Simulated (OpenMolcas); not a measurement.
# SiH3 (silyl radical): a chain of runs, part 3 of 3

OpenMolcas 26.06.

## (6) An energy scan at MC-PDFT[tPBE](3,3)/ANO-RCC-VDZP (DKH2) (run 5)

File step5.input:

```
>>> COPY $CurrDir/step2.RasOrb $Project.RasOrb
>>> ForEach K in (1, 2, 3, 4, 5, 6, 7, 8, 9)
&GATEWAY
Coord = $CurrDir/point$K.xyz
Basis = ANO-RCC-VDZP
Group = NoSym
&SEWARD
&RASSCF
FileOrb = $Project.RasOrb
Spin = 2
Nactel = 3 0 0
Inactive = 7
Ras2 = 3
OrbListing = Nothing
OrbAppear = Compact
&MCPDFT
KSDFT = T:PBE
>>> EndDo
```

Command:

```console
$ export MOLCAS_MEM=1860
$ pymolcas step5.input > step5.log
```

Output:

```text
--- Start Module: gateway ---

                                              &GATEWAY

                       available to each process: 1.9 GB of memory, 1 thread

++    Symmetry information:
      ---------------------

                    Character Table for C1

                             E
                    a        1  x, y, xy, Rz, z, xz, Ry, yz, Rx, I
--

++    Basis set information:
      ----------------------

      Basis set label: SI.ANO-RCC...4S3P1D.

      Electronic valence basis set:
      ------------------
      Associated Effective Charge  14.000000 au
      Associated Actual Charge     14.000000 au
      Nuclear Model: Point charge

      Shell  nPrim  nBasis  Cartesian Spherical Contaminant
         s      17       4        X
         p      12       3        X
         d       5       1                 X

      Basis set label: H.ANO-RCC...2S1P.

      Electronic valence basis set:
      ------------------
      Associated Effective Charge   1.000000 au
      Associated Actual Charge      1.000000 au
      Nuclear Model: Point charge

      Shell  nPrim  nBasis  Cartesian Spherical Contaminant
         s       8       2        X
         p       4       1        X
--

++    Molecular structure info:
      -------------------------

                    ************************************************
                    **** Cartesian Coordinates / bohr, angstrom ****
                    ************************************************

     Center  Label                x              y              z                     x              y              z
        1      SI1              0.605459       0.080361      -0.065868              0.320395       0.042525      -0.034856
        2      H2               1.056640       1.257235       2.123863              0.559150       0.665300       1.123900
        3      H3              -0.373079      -2.517540       0.357733             -0.197425      -1.332225       0.189304
        4      H4              -1.138135       1.573528      -1.683398             -0.602275       0.832675      -0.890816

                    ***************************************
                    *    InterNuclear Distances / bohr    *
                    ***************************************

               1 SI1           2 H2            3 H3            4 H4
    1 SI1      0.000000
    2 H2       2.526563        0.000000
    3 H3       2.808214        4.405933        0.000000
    4 H4       2.808215        4.405941        4.635554        0.000000

                    *******************************************
                    *    InterNuclear Distances / angstrom    *
                    *******************************************

               1 SI1           2 H2            3 H3            4 H4
    1 SI1      0.000000
    2 H2       1.337000        0.000000
    3 H3       1.486043        2.331519        0.000000
    4 H4       1.486043        2.331524        2.453030        0.000000

                    **************************************
                    *    Valence Bond Angles / degree    *
                    **************************************
                          Atom centers                 Phi
                      2 H2       1 SI1      3 H3       111.25
                      2 H2       1 SI1      4 H4       111.25
                      3 H3       1 SI1      4 H4       111.25
--

            Nuclear Potential Energy             16.18153031 au

--- Stop Module: gateway /rc=_RC_ALL_IS_WELL_ ---

--- Start Module: seward ---

                                              &SEWARD

                       available to each process: 1.9 GB of memory, 1 thread

               SEWARD will generate:
                  Multipole Moment integrals up to order  2
                  Kinetic Energy integrals
                  Nuclear Attraction integrals (point charge)
                  One-Electron Hamiltonian integrals
                  Velocity integrals
                  Relativistic Douglas-Kroll-Hess integrals:
                    - Parametrization         : EXP
                    - DKH order of Hamiltonian: 2
                    - DKH order of Properties : 0
                         - multipole moment operators
                         - electric potential operators
                         - contact operators
                  Orbital angular momentum around (  0.5316   0.0827  -0.0335 )
                  Velocity quadrupole around (  0.5316   0.0827  -0.0335 )
                  Atomic mean-field integrals
                  Two-Electron Repulsion integrals

                   Integrals are discarded if absolute value <: 1.00E-14
                   Integral cutoff threshold is set to       <: 1.00E-16

            Nuclear Potential Energy             16.18153031 au

      Basis set specifications :
      Symmetry species         a
      Basis functions           33

--- Stop Module: seward /rc=_RC_ALL_IS_WELL_ ---
--- Module seward spent 1 second ---

--- Start Module: rasscf ---

                                              &RASSCF

                       available to each process: 1.9 GB of memory, 1 thread

      Header of the ONEINT file:
      --------------------------

      OrdInt status: non-squared

[... 87 lines left out ...]
      Convergence after 12 iterations
[... 12 lines left out ...]
      conf/sym  111     Coeff  Weight
[... 14 lines left out ...]
      RASSCF energy for state  1                   -291.24276122
[... 42 lines left out ...]
      Dipole Moment (debye):
[... 119 lines left out ...]
      Wave function energy weight                0.00
[... 218 lines left out ...]
      Nuclear repulsion energy =   15.60344889
[... 88 lines left out ...]
      printout of CI-coefficients larger than  0.05 for root  1
[... 9 lines left out ...]
      *                                                    Final results                                                     *
[... 19 lines left out ...]
::    RASSCF root number  1 Total energy:   -291.25411991
[... 94 lines left out ...]
      Spin density orbitals for root   1 are written to the SPDORB.1 file
[... 116 lines left out ...]
      Total MCPDFT energy for state   1                                  -291.67386397
[... 232 lines left out ...]
      Convergence after  9 iterations
[... 12 lines left out ...]
      conf/sym  111     Coeff  Weight
[... 14 lines left out ...]
      RASSCF energy for state  1                   -291.24992828
[... 42 lines left out ...]
      Dipole Moment (debye):
[... 119 lines left out ...]
      Wave function energy weight                0.00
[... 216 lines left out ...]
      Nuclear repulsion energy =   14.55616971
[... 88 lines left out ...]
      printout of CI-coefficients larger than  0.05 for root  1
[... 9 lines left out ...]
      *                                                    Final results                                                     *
[... 19 lines left out ...]
::    RASSCF root number  1 Total energy:   -291.23062101
[... 94 lines left out ...]
      Spin density orbitals for root   1 are written to the SPDORB.1 file
[... 116 lines left out ...]
      Total MCPDFT energy for state   1                                  -291.64934671
[... 232 lines left out ...]
      Convergence after 11 iterations
[... 12 lines left out ...]
      conf/sym  111     Coeff  Weight
[... 16 lines left out ...]
      RASSCF energy for state  1                   -291.19913222
[... 42 lines left out ...]
      Dipole Moment (debye):
[... 119 lines left out ...]
      Wave function energy weight                0.00
[... 216 lines left out ...]
      Nuclear repulsion energy =   13.43406940
[... 88 lines left out ...]
      printout of CI-coefficients larger than  0.05 for root  1
[... 12 lines left out ...]
      *                                                    Final results                                                     *
[... 19 lines left out ...]
::    RASSCF root number  1 Total energy:   -291.16602416
[... 94 lines left out ...]
      Spin density orbitals for root   1 are written to the SPDORB.1 file
[... 116 lines left out ...]
      Total MCPDFT energy for state   1                                  -291.58065551
[... 232 lines left out ...]
      Convergence after 19 iterations
[... 12 lines left out ...]
      conf/sym  111     Coeff  Weight
[... 16 lines left out ...]
      RASSCF energy for state  1                   -291.14376048
[... 42 lines left out ...]
      Dipole Moment (debye):
[... 120 lines left out ...]
      Wave function energy weight                0.00
[... 216 lines left out ...]
      Nuclear repulsion energy =   12.50768453
[... 88 lines left out ...]
      printout of CI-coefficients larger than  0.05 for root  1
[... 9 lines left out ...]
      *                                                    Final results                                                     *
[... 19 lines left out ...]
::    RASSCF root number  1 Total energy:   -291.14389850
[... 94 lines left out ...]
      Spin density orbitals for root   1 are written to the SPDORB.1 file
[... 116 lines left out ...]
      Total MCPDFT energy for state   1                                  -291.55160492
[... 232 lines left out ...]
      Convergence after  9 iterations
[... 12 lines left out ...]
      conf/sym  111     Coeff  Weight
[... 14 lines left out ...]
      RASSCF energy for state  1                   -291.14437934
[... 42 lines left out ...]
      Dipole Moment (debye):
[... 14 lines left out ...]
++    Molecular charges:
      ------------------

      Mulliken spin population per centre
      ---------------------------

                SI1     H2      H3      H4
      Total   -0.0014  1.0020 -0.0003 -0.0003

      Total electronic spin=    1.000000
--

      LoProp population analysis for root number:  1
      -----------------------------------------------

++    LoProp analysis:
      ----------------

++    Static properties:
      ------------------

      LoProp Charges per center

                   SI1      H2       H3       H4
      Nuclear     14.0000   1.0000   1.0000   1.0000
      Electronic -13.7484  -1.0002  -1.1257  -1.1257

      Total        0.2516  -0.0002  -0.1257  -0.1257
--

      Natural Bond Order analysis for root number:  1

++    Natural Bond Order analysis
      ---------------------------
      Based on LoProp computed density
      -------------------------------------------------------------------------------------
      Atom A       Atom B       Bond Order
      -------------------------------------------------------------------------------------
      NBO located      0.996 non-bonded electrons on atom SI1
      NBO located      0.999 non-bonded electrons on atom SI1
      NBO located      1.000 non-bonded electrons on atom SI1
      NBO located      1.000 non-bonded electrons on atom SI1
      NBO located      1.000 non-bonded electrons on atom SI1
      The remaining    4.212 electrons are to be considered as diffuse
--

--

      Average orbitals are written to the RASORB file
      Natural orbitals for root   1 are written to the RASORB.1 file
      Spin density orbitals for root   1 are written to the SPDORB.1 file

--- Stop Module: rasscf /rc=_RC_ALL_IS_WELL_ ---

--- Start Module: mcpdft ---

                                              &MCPDFT

                       available to each process: 1.9 GB of memory, 1 thread

 ###############################################################################
 ###    WARNING: Deprecation warning: KSDF should be replaced                ###
 ###    with FUNC keyword                                                    ###
 ###############################################################################

++    Wave function specifications:
      -----------------------------

      Number of closed shell electrons          14
      Number of electrons in active shells       3
      Max number of holes in RAS1 space          0
      Max nr of electrons in RAS3 space          0
      Number of inactive orbitals                7
      Number of active orbitals                  3
      Number of secondary orbitals              23
      Spin quantum number                      0.5
      State symmetry                             1
      Number of CSFs                             8
      Number of RASSCF root(s) available         1
--

++    Orbital specifications:
      -----------------------

      Symmetry species                           1
                                                 a
      Frozen orbitals                            0
      Inactive orbitals                          7
      Active orbitals                            3
      RAS1 orbitals                              0
      RAS2 orbitals                              3
      RAS3 orbitals                              0
      Secondary orbitals                        23
      Deleted orbitals                           0
      Number of basis functions                 33
--

++    MCPDFT specifications:
      ----------------------

      Cholesky decomposition                     Off
      Type of calculation                        MC-PDFT
      On-Top Functional                          T:PBE
      Exchange scaling factor                    1.00
      Correlation scaling factor                 1.00
      Wave function energy weight                0.00
--

      Numerical integration parameters
      --------------------------------
      Radial quadrature type:                         MHL
      Size of radial grid:                            75
      Lebedev angular grid:                           29
      Angular grid pruned with the crowding factor:  3.00E+00
                                 and fading factor:  6.00E+00
      Screening threshold for integral computation:   1.00E-11
      Radial quadrature accuracy:                     1.00E-25
      Maximum batch size:                             128
      AO values are stored on disk

++    DFT functional specifications:
      ------------------------------
      Using Libxc version: 6.2.2
      Please cite the following reference:
      S. Lehtola, C. Steigemann, M. J.T. Oliveira, and M. A.L. Marques.,  SoftwareX 7, 1–5 (2018) doi:10.1016/j.softx.2017.11.002

      * Perdew, Burke & Ernzerhof
        - J. P. Perdew, K. Burke, and M. Ernzerhof.,  Phys. Rev. Lett. 77, 3865 (1996) doi:10.1103/PhysRevLett.77.3865
        - J. P. Perdew, K. Burke, and M. Ernzerhof.,  Phys. Rev. Lett. 78, 1396 (1997) doi:10.1103/PhysRevLett.78.1396
      * Perdew, Burke & Ernzerhof
        - J. P. Perdew, K. Burke, and M. Ernzerhof.,  Phys. Rev. Lett. 77, 3865 (1996) doi:10.1103/PhysRevLett.77.3865
        - J. P. Perdew, K. Burke, and M. Ernzerhof.,  Phys. Rev. Lett. 78, 1396 (1997) doi:10.1103/PhysRevLett.78.1396
--
   File JOBOLD not found -- use JOBIPH.
      The MO-coefficients are taken from the file:
      JOBIPH
 Reference MC-SCF energies taken from JOBIPH

++    MC-PDFT RESULTS, STATE 0001
      ---------------------------

      MCSCF reference energy                                             -291.14437934

      Integrated total density:                                                 17.000
      Integrated alpha density before functional transformation:                 9.000
      Integrated  beta density before functional transformation:                 8.000
      Integrated alpha density  after functional transformation:                 9.509
      Integrated  beta density  after functional transformation:                 7.491
      Integrated alpha tau     before functional transformation:                 0.000
      Integrated  beta tau     before functional transformation:                 0.000
      Integrated alpha tau      after functional transformation:                 0.000
      Integrated  beta tau      after functional transformation:                 0.000
      NOTE:
      Densities after transformation are intermediate quantities
      and should not be interpreted as real spin densities

      Exchange energy scaling factor                                          1.000000
      Correlation energy scaling factor                                       1.000000

      Integrated alpha exchange energy                                      -10.972331
      Integrated beta  exchange energy                                      -10.321374
      Integrated  correlation   energy                                       -0.554354

      Nuclear Repulsion energy                                             12.05243300
      CASSCF contribution energy                                         -269.70407571
      On-top energy                                                       -21.84805989

      Total MCPDFT energy for state   1                                  -291.55213560
--

::    MCPDFT root number  1 Total energy:   -291.55213560

--- Stop Module: mcpdft /rc=_RC_ALL_IS_WELL_ ---

>>> END FOREACH

.##################.
.# Happy landing! #.
.##################.

    Timing: Wall=24.12 User=18.82 System=5.15
```

Run time: 25 s. Hardware: 1 thread of Arm Neoverse V1, shared host; peak memory 0.38 GiB.

The scan, from its lowest point:

```
H2–Si1 (Å)  energy (kJ/mol)
     1.337             28.4
     1.486              0.0
     1.635             12.0
     1.858             64.4
     2.155            150.8
     2.526            244.7
     2.972            316.5
     3.567            321.0
     4.458            319.6
```

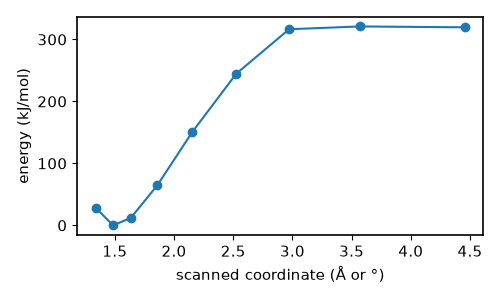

Energy along the scan.

## (7) Summary of results

This closing draws on all 3 parts.

| quantity | value |
| --- | --- |
| run 1, ROHF/ANO-RCC-MB: total energy | -291.16329 Eh |
| run 1, ROHF/ANO-RCC-MB: dipole moment | 0.37 D |
| run 2, CASSCF(3,3)/ANO-RCC-VDZP: total energy | -291.25412 Eh |
| run 2, CASSCF(3,3)/ANO-RCC-VDZP: dipole moment (CASSCF density) | 0.09 D |
| run 3, CASPT2(3,3)/ANO-RCC-VDZP: lowest energy of the scan | -291.33750 Eh |
| run 4, SC-NEVPT2(3,3)/ANO-RCC-VDZP: lowest energy of the scan | -291.33372 Eh |
| run 5, MC-PDFT[tPBE](3,3)/ANO-RCC-VDZP: lowest energy of the scan | -291.67386 Eh |
